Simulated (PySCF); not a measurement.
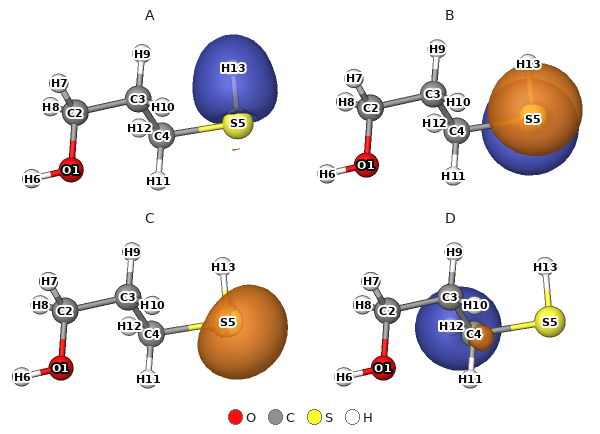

C3H8OS, SMILES `OCCCS`. Pipek–Mezey orbitals, occupied; each surface holds about 80 % of the orbital's density. Energies are diagonal elements of the Fock matrix.

Method: B3LYP/6-31+G*; geometry: GFN2-xTB; program: PySCF. No frequency check shows the geometry to be a minimum. GFN2-xTB bond lengths at metals and heavier atoms can be off by up to 0.1 Å and shapes distorted, which carries into these values.

Cartesian coordinates (Å):

```
O1       2.3277    0.7519    0.2445
C2       1.8949   -0.5195   -0.1852
C3       0.4430   -0.7132    0.2458
C4      -0.4645    0.2968   -0.4365
S5      -2.1949    0.1595    0.1241
H6       3.2491    0.8752   -0.0032
H7       2.5132   -1.3098    0.2643
H8       1.9707   -0.6015   -1.2801
H9       0.1337   -1.7311   -0.0023
H10      0.3784   -0.5810    1.3267
H11     -0.1583    1.3093   -0.1787
H12     -0.4500    0.1808   -1.5208
H13     -2.3812   -1.0927   -0.2921
```

> Name the orbitals, with their atomic make-up and energies.

By panel:
- A: σ bond S5–H13 (S5 54 %, H13 46 %; −14.3 eV)
- B: lone pair on S5 (p-type) (S5 99 %; −6.8 eV)
- C: lone pair on S5 (sp0.4-type) (S5 100 %; −13.3 eV)
- D: σ bond C4–H12 (C4 55 %, H12 44 %; −13.6 eV)

> How do all the valence pairs divide up?

16 pairs: 12 σ bonds and 4 lone pairs.
